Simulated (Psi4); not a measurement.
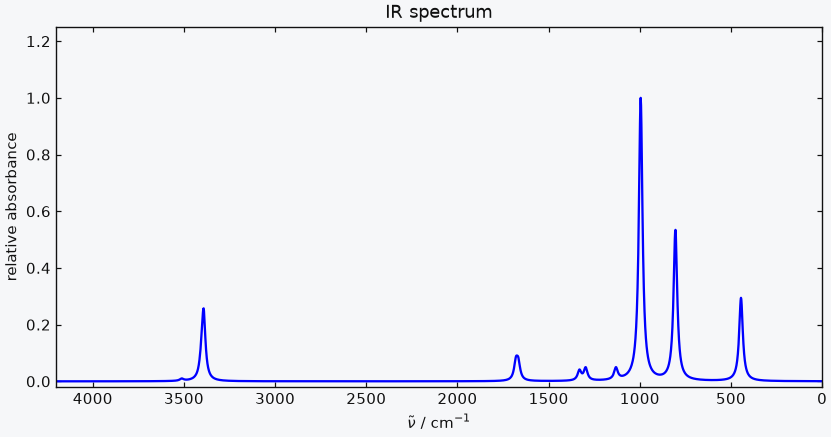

Unscaled harmonic wavenumbers and double-harmonic intensities, TPSSh/def2-SVP (dispersion D3(BJ)) in Psi4, at a geometry relaxed at this level, isolated molecule. Modes within 2 cm⁻¹ of each other count as one line, with their intensities summed. Lorentzian lines of 24 cm⁻¹ full width. Close modes add up in the curve.

Which molecule gives this infrared spectrum?
A. N₂H₄, SMILES NN
B. CH₆BN, SMILES CBN

Answer. Option A. It has its most intense lines at 995.1, 804.8 and 444.9 cm⁻¹.

Known limits of this run: double-zeta basis.
